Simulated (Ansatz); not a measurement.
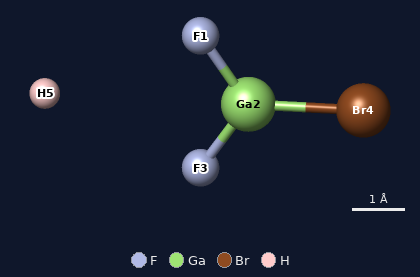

The structure (ball-and-stick view, seen at an oblique angle; atoms are numbered from 1 in the order of the input). Sticks mark near contacts. Bond lengths as drawn: Br–Ga 2.26 Å and F–Ga 1.76 Å.

## Two runs on GaHBrF₂

System: GaHBrF₂, multiplicity 2.
Method of run 1: UKS PBE-D4/def2-SVPD (Ansatz 0.2.0).

Text and figures count atoms from 1; the logs count them from 0 in places.

## Input file, run 1
```yaml
crystal:
  periodic: [false, false, false]
  atoms:
    - { symbol: F, position_ang: [1.035827, -1.492962, -1.5e-05] }
    - { symbol: Ga, position_ang: [0.094856, 4.0e-06, 4.3e-05] }
    - { symbol: F, position_ang: [1.035871, 1.492939, -1.5e-05] }
    - { symbol: Br, position_ang: [-2.166554, 1.9e-05, -1.3e-05] }
    - { symbol: H, position_ang: [4.1, 0.0, 0.0] }
magnetization:
  spin_polarized: true
  initial_magnetization: 1
basis:
  gaussian: { orbitals: def2-SVPD }
hamiltonian:
  xc: pbe
  dispersion: d4
output:
  forces: true
```

Command:
```bash
ansatz run input.yaml --threads 1 --pin off --max-ram 2560MiB --backend cpu --events-out ev --progress --plain --runs-dir out
```

Hardware: 1 thread of Arm Neoverse V2, 112 GiB of memory available, shared host.

## Output (run 1)
```
Engine: ansatz 0.2.0, aarch64-unknown-linux-gnu
Functional definition: PBE
  parameter kappa = 0.804
  parameter beta = 0.06672455060314922
  exchange = pbe_x(kappa = kappa, mu = beta*pi^2/3)
  correlation = pbe_c(beta = beta)
1288 factors; their error is unknown
mean field evaluation 1: about -127826.9313 eV, gradient 4.5e1 eV
mean field evaluation 2: about -127769.7459 eV, gradient 1.4e2 eV
mean field evaluation 4: about -127832.7164 eV, gradient 9.3e0 eV
mean field evaluation 8: about -127833.0139 eV, gradient 1.4e-1 eV
mean field evaluation 16: about -127832.9656 eV, gradient 8.8e-5 eV
mean field -127832.96561364 eV, -4697.7748380049 hartree, gradient 1.2e-5 eV, S^2 0.750020; 0 other end points of the search recorded, 0 dependent functions left out
the calculation of the forces begins
reference -127832.96567486 eV, -4697.7748402547 hartree; 43, 42 occupied and 90, 91 virtual orbitals, 1288 factors
Total energy: -127833.06130450 eV, -4697.7783545792 hartree
Atom 0 at     1.035827    -1.492962    -0.000015 Å, force     0.003871    -0.000827     0.000067 eV/Å
Atom 1 at     0.094856     0.000004     0.000043 Å, force     0.007529    -0.000063    -0.000190 eV/Å
Atom 2 at     1.035871     1.492939    -0.000015 Å, force     0.003888     0.000880     0.000067 eV/Å
Atom 3 at    -2.166554     0.000019    -0.000013 Å, force     0.002926     0.000010     0.000056 eV/Å
Atom 4 at     4.100000     0.000000     0.000000 Å, force    -0.018213    -0.000000     0.000000 eV/Å
Dipole moment:    -0.348802     0.000011     0.000053 e Å
```

The input of run 2 differs as follows (lines with − go, lines with + come):
```diff
-    - { symbol: H, position_ang: [4.1, 0.0, 0.0] }
+    - { symbol: H, position_ang: [0.82, -2.46, 0.0] }
```

Predict how the results change.

On the same kind of shared host run 2 took about 0.012 times as long.

## Output (run 2)
```
Engine: ansatz 0.2.0, aarch64-unknown-linux-gnu
Functional definition: PBE
  parameter kappa = 0.804
  parameter beta = 0.06672455060314922
  exchange = pbe_x(kappa = kappa, mu = beta*pi^2/3)
  correlation = pbe_c(beta = beta)
1288 factors; their error is unknown
mean field evaluation 1: about -127827.2372 eV, gradient 4.0e1 eV
mean field evaluation 2: about -127726.3845 eV, gradient 1.6e2 eV
mean field evaluation 4: about -127831.7678 eV, gradient 1.4e1 eV
mean field evaluation 8: about -127832.4015 eV, gradient 1.2e-1 eV
mean field evaluation 16: about -127832.3480 eV, gradient 1.1e-3 eV
mean field -127832.34798805 eV, -4697.7521406835 hartree, gradient 2.7e-5 eV, S^2 0.751485; 0 other end points of the search recorded, 0 dependent functions left out
the calculation of the forces begins
reference -127832.34804445 eV, -4697.7521427561 hartree; 43, 42 occupied and 90, 91 virtual orbitals, 1288 factors
Total energy: -127832.44592177 eV, -4697.7557396810 hartree
Atom 0 at     1.035827    -1.492962    -0.000015 Å, force     2.903235    -3.344583    -0.000250 eV/Å
Atom 1 at     0.094856     0.000004     0.000043 Å, force    -2.090063     3.545818     0.000507 eV/Å
Atom 2 at     1.035871     1.492939    -0.000015 Å, force     0.653643     0.868013    -0.000139 eV/Å
Atom 3 at    -2.166554     0.000019    -0.000013 Å, force    -1.352228    -0.009705    -0.000109 eV/Å
Atom 4 at     0.820000    -2.460000     0.000000 Å, force    -0.114587    -1.059544    -0.000010 eV/Å
Dipole moment:     0.155311    -0.762792    -0.000014 e Å
```

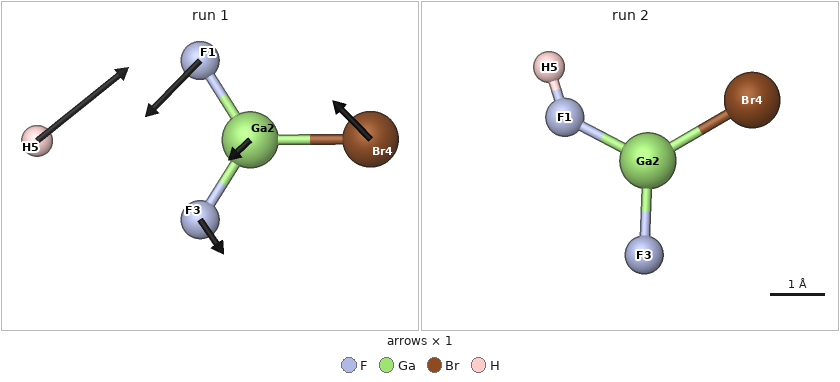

The two input geometries at one scale (ball-and-stick view, seen at a tilt). The black arrows on the first give the shifts of the atoms after the best rigid fit, at true length. H5 moves most after the best rigid fit: 2.21 Å. Largest moves by element: H 2.21 Å, F 1.49 Å, Br 1.03 Å, Ga 0.57 Å. Among the contacts that change: F1–H5 3.409 → 0.991 Å.

## The two runs side by side

| quantity | run 1 | run 2 |
| --- | --- | --- |
| outcome | converged | converged |
| total energy (hartree) | – | −4697.755740 |
| ⟨S²⟩ | – | 0.751 |
| largest force (eV/Å) | – | 4.429 |
| basis functions | – | 133 |
| wall time (shared host) | 13 min | 8.8 s |
